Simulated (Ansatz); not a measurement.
```yaml
atoms:
  - { symbol: B, position_ang: [-0.6695, 1.3929, 0.9743] }
  - { symbol: Cl, position_ang: [0.1452, 0.0136, 0.2368] }
  - { symbol: Sn, position_ang: [-0.6693, 1.4232, 3.2638] }
  - { symbol: H, position_ang: [-1.1724, 2.1760, 0.2010] }
  - { symbol: H, position_ang: [0.8377, 2.3666, 3.1284] }
```

Geometry: PBE0-D3(BJ)/def2-SVP; core potentials replace the inner electrons of Sn.

Computed with isolated molecule in a Gaussian basis; Kohn-Sham density functional theory, functional PBE0 in Ansatz.

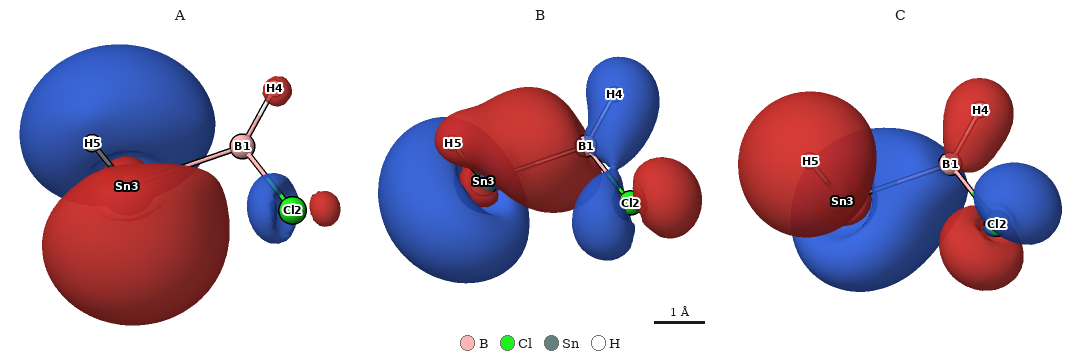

BClH2Sn. Three frontier orbitals at ±0.08 Å⁻³ᐟ² (red and blue are the two phases), in no order.

Which picture is the HOMO−1, the HOMO and the LUMO?

Answer. C is the HOMO−1 (−7.66 eV). By Hirshfeld shares it lies mainly on Sn3 (about 45 %), H5 (about 30 %), Cl2 (about 10 %) and B1 (about 10 %). B is the HOMO (−6.36 eV). By Hirshfeld shares it lies mainly on Sn3 (about 60 %), B1 (about 25 %) and Cl2 (about 10 %). A is the LUMO (−2.98 eV). Its weight (Hirshfeld) is mainly on Sn3 (about 85 %).

What is the HOMO–LUMO gap?

Answer. 3.38 eV between the orbital energies.
